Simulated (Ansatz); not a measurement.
**Hypothetical CsCl type SiGe: response to strain**

Base system: SiGe in the CsCl type structure (space group Pm-3m, No. 221; a = 3.2448 Å; a hypothetical phase, not in the database extracts checked; relaxed with 0.1 eV smearing).

Strains are applied to the cell and any free atomic positions relax.

Level of theory: Kohn–Sham DFT with the PBE functional, run in Ansatz (a program for electronic structure) with PAW and 420 eV plane waves, no SOC.

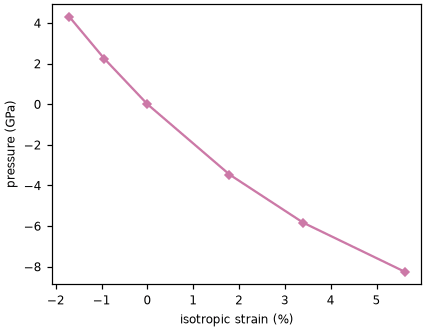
Figure: Pressure against isotropic strain

Problem. From the plot, what is the pressure for isotropic strain −1.71 %?

Solution. About 4 GPa.

Problem. Is the trend monotonic over the range shown?

Solution. Yes, it falls throughout, spanning -8.2 GPa to 4.3 GPa.

No phonon test of stability was made. All final runs are without spin polarisation.
